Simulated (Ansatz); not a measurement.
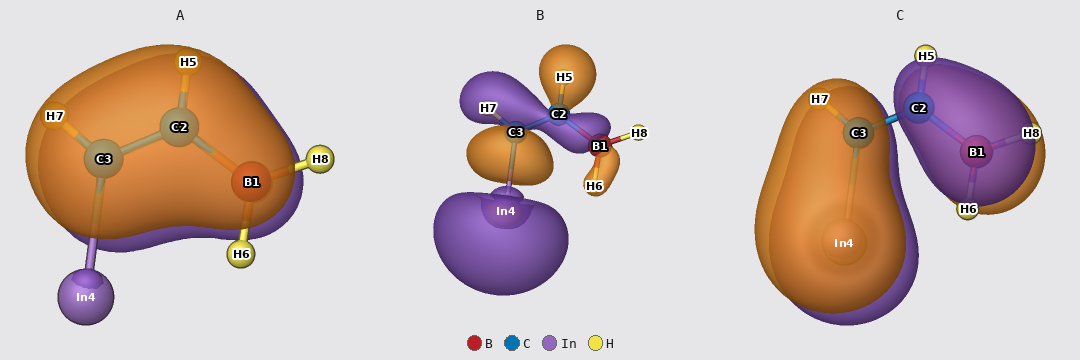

*C2H4BIn. Three frontier orbitals at ±0.06 Å⁻³ᐟ² (orange and purple are the two phases), in no order.*

Core potentials replace the inner electrons of In.

Computed with RKS B3LYP-D4/def2-mTZVP (Ansatz).

```yaml
atoms:
  - { symbol: B, position_ang: [-0.4666, 0.8469, -0.4854] }
  - { symbol: C, position_ang: [0.6581, 0.2437, 0.3462] }
  - { symbol: C, position_ang: [0.8466, -1.1036, 0.3779] }
  - { symbol: In, position_ang: [-0.5387, -2.4734, -0.8680] }
  - { symbol: H, position_ang: [1.3162, 0.8955, 0.9293] }
  - { symbol: H, position_ang: [-1.1742, 0.1080, -1.1248] }
  - { symbol: H, position_ang: [1.6680, -1.4708, 1.0047] }
  - { symbol: H, position_ang: [-0.7042, 2.0124, -0.5491] }
```

Q: Order the three orbitals by energy and name them.

A: A is the HOMO−1 (−7.73 eV). By Hirshfeld shares it lies mainly on C2 (about 40 %), C3 (about 35 %) and B1 (about 10 %); it changes sign across the molecular plane (π type); π-bonding across C2–C3. B is the HOMO (−5.63 eV). It lies mainly on In4 (about 55 %), C3 (about 30 %) and C2 (about 5 %); it is symmetric in the molecular plane (an in-plane orbital: σ, lone-pair or in-plane π type). C is the LUMO (−2.31 eV). Its weight (Hirshfeld) is mainly on In4 (about 40 %), B1 (about 25 %), C3 (about 20 %) and C2 (about 10 %); it changes sign across the molecular plane (π type); π-bonding across B1–C2 and C3–In4; π-antibonding (a node) across C2–C3.

Q: What is the HOMO–LUMO gap?

A: 3.32 eV between the orbital energies.
